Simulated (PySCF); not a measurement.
```yaml
atoms:
  - { symbol: C, position_ang: [0.0231, 1.3435, -1.0770] }
  - { symbol: P, position_ang: [-0.2118, 0.2342, 0.3416] }
  - { symbol: C, position_ang: [-1.0790, -1.2365, -0.3787] }
  - { symbol: C, position_ang: [1.4812, -0.4478, 0.6617] }
  - { symbol: N, position_ang: [-0.9188, 1.0752, 1.4433] }
  - { symbol: H, position_ang: [0.5120, 0.8367, -1.9055] }
  - { symbol: H, position_ang: [0.6218, 2.1881, -0.7440] }
  - { symbol: H, position_ang: [-0.9556, 1.7076, -1.3806] }
  - { symbol: H, position_ang: [-1.1943, -1.9935, 0.3962] }
  - { symbol: H, position_ang: [-0.5399, -1.6601, -1.2215] }
  - { symbol: H, position_ang: [-2.0685, -0.9109, -0.6967] }
  - { symbol: H, position_ang: [1.9162, -0.9024, -0.2241] }
  - { symbol: H, position_ang: [2.1078, 0.3757, 1.0017] }
  - { symbol: H, position_ang: [1.4196, -1.1895, 1.4573] }
  - { symbol: H, position_ang: [-1.1182, 0.5877, 2.3046] }
```

Geometry: GFN2-xTB.

The calculation used PySCF 2.14.0, PBE0/def2-SVPD, SCF density, gas phase.

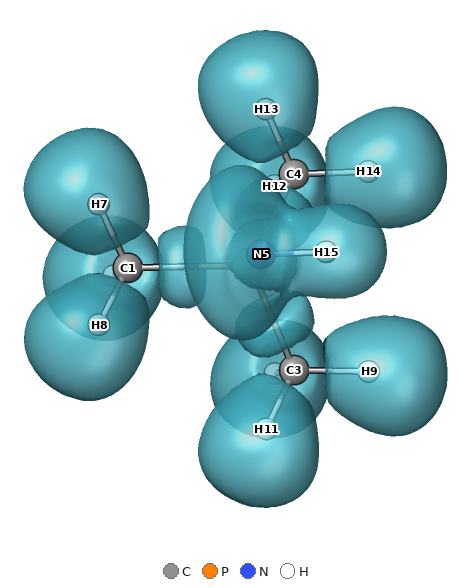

C3H10NP (SMILES CP(C)(C)=N). Isosurface of the electron localisation function at 0.75 (cyan), seen at a tilt. Only the valence region is drawn (cores and ρ < 0.01 e/Å³ removed).

What do the ELF domains correspond to?

Answer. The surface consists of three regions between bonded C–P atoms (shared pairs), nine regions around hydrogen nuclei and one joined region spread over several atoms (H, N), in which their bonds and any lone pairs are merged.

Values along the shortest contacts:
P–N (1.56 Å): the ELF peaks at about 0.85 between the atoms; a polar covalent bond. C–P (1.82 Å): the ELF peaks at about 0.95 between the atoms; a shared electron pair.
